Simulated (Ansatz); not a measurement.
CuSn2, as given below.

```yaml
crystal:
  lattice:
    - [3.21467, 0.00000, 0.00000]
    - [0.00000, 3.21467, 0.00000]
    - [0.00000, 0.00000, 12.89737]
  atoms:
    - { symbol: Cu, position: [0.00000, 0.00000, 0.00000] }
    - { symbol: Sn, position: [0.00000, 0.00000, 0.36213] }
    - { symbol: Sn, position: [0.50000, 0.50000, 0.13787] }
    - { symbol: Cu, position: [0.50000, 0.50000, 0.50000] }
    - { symbol: Sn, position: [0.50000, 0.50000, 0.86213] }
    - { symbol: Sn, position: [0.00000, 0.00000, 0.63787] }
```

It is based on coordinates from a relaxation with DFT PBE, scalar-relativistic, plane waves, PAW (Ansatz); the starting structure was generated, so it need not be a known form of this composition.

### Where will the first 5 clear peaks of its X-ray PDF lie (peak width σ = 0.12 Å), and from which pairs do they come?

1. 2.90 Å: Cu–Sn at 2.89 Å
2. 3.19 Å: Sn–Sn at 3.21 Å; Cu–Cu at 3.21 Å
3. 3.66 Å: Sn–Sn at 3.56–3.68 Å
4. 4.62 Å: Sn–Sn at 4.55–4.79 Å; Cu–Sn at 4.67 Å
5. 5.39 Å: Cu–Sn at 5.38 Å

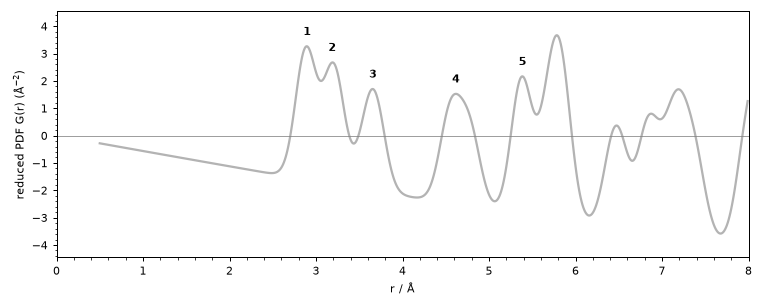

The curve is a calculated X-ray PDF: distances of the static structure, each pair weighted by the product of the atomic numbers (X-ray weights at Q = 0), broadened by Gaussians with σ = 0.12 Å, damped by exp(−(Q_damp r)²/2) with Q_damp = 0.060 Å⁻¹.
